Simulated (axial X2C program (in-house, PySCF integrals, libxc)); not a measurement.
# Relativistic diatomic calculation, with input and output: PtP²⁺

System: PtP²⁺, single determinant with Ω = 1/2.
Method: PBE0, two-component X2C with atomic mean-field Coulomb and Gaunt terms, Pt dyall-v3z, P dyall-v3z (cores contracted) (axial X2C program (in-house, PySCF integrals, libxc)).

## Outcome

```tsv
quantity	value
outcome	not converged in a step after the SCF shown
hardware	1 thread of Arm Neoverse N1, 98 GiB of memory available, shared host
wall time	29 s
peak memory	0.42 GiB
```

## What went wrong

The SCF whose log is shown converged, but a later step did not. The run therefore gave no full result.

## The input
```
{"zs": [78, 15], "q": 2, "bas": ["dyall-v3z", "dyall-v3z"], "levels": ["PBE0", "HF", "B3LYP", "r2SCAN"], "cc": false, "r0": 2.14, "npts": 10, "nst": 2, "ntry": 6}
```

The line is the task of a batch: nuclear charges, charge, bases, the levels to run, a first guess of the distance and further settings. This report covers PBE0 with spin-orbit coupling. The log is that of the reference distance 2.027 Å, started from orbitals converged before.

Launched within a batch (the task file carries these settings):
```bash
python <driver script> task.json out
```

## The program's output
```
two-component X2C + atomic mean field  PBE0
basis functions 206  fitting functions 1151  grid points 5078
iter        total energy     max residual
   1     -18758.498202909     2.26e-05
   2     -18758.498202910     3.59e-06
converged
one-electron -26262.21285461  Coulomb 7598.97170369  exact exchange -94.43283459  xc functional -289.33082529  nuclear repulsion 305.44515875  atomic mean-field constant -16.93855086
```

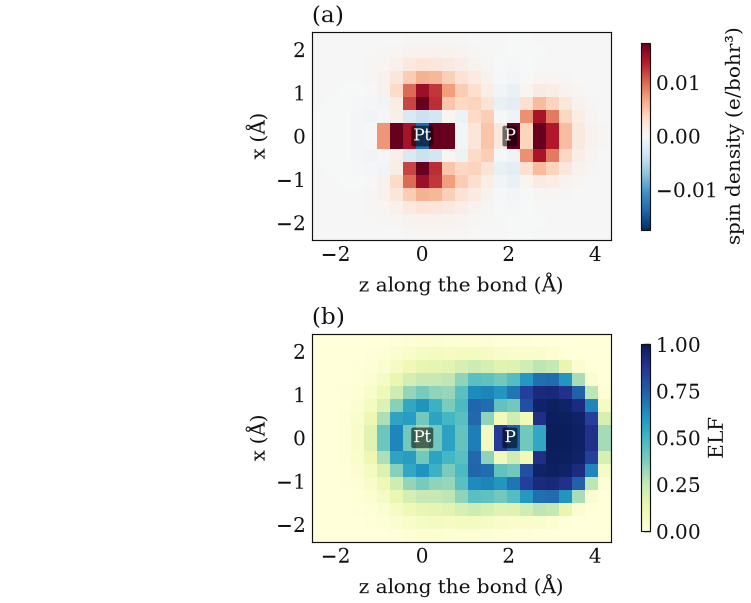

Fig. 1: (a) spin density; (b) electron localisation function, in a plane that holds the axis, at 2.03 Å, on points 0.3 Å apart (one half computed, the other mirrored); the structure near the nuclei is finer than these points.

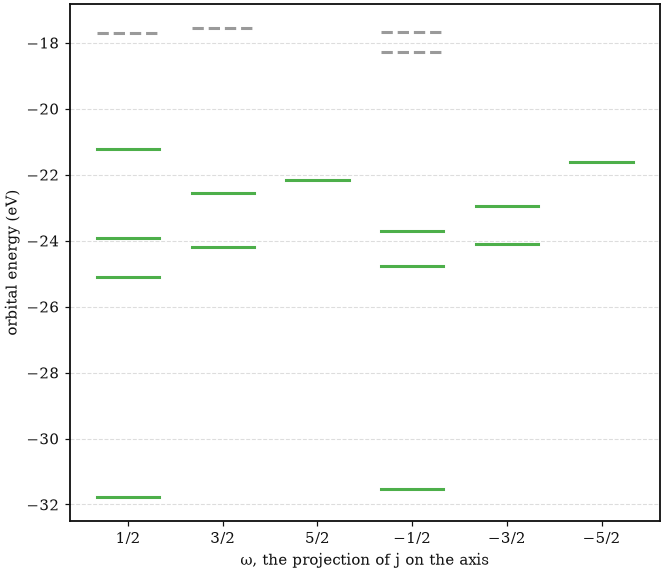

Fig. 2: Orbital energies near the frontier at 2.03 Å, filled (solid) and empty (dashed). The highest filled spinor (1/2; 39 % P p, 32 % Pt s) lies at −21.22 eV, the lowest empty one (−1/2; 42 % P p, 26 % Pt d) at −18.29 eV.
